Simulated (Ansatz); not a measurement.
Base system: GaAs in the zinc blende structure (space group F-43m, No. 216; a = 5.746 Å).

The change: an isotropic linear strain of −0.91 %; the atoms relax in the strained cell.

Computed with Ansatz (a program for electronic structure), PBE, PAW, cutoff 420 eV, without spin-orbit coupling, earlier PAW set.

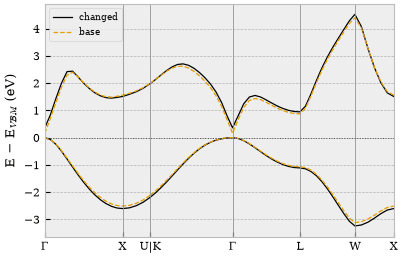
Figure: Highest valence and lowest conduction band along the path, each from its own valence-band maximum

The gap is 0.36 eV, direct at Γ; the base has 0.16 eV.

Stability against distortions was not tested. The zero or small gap of GaAs can change with the level of theory.
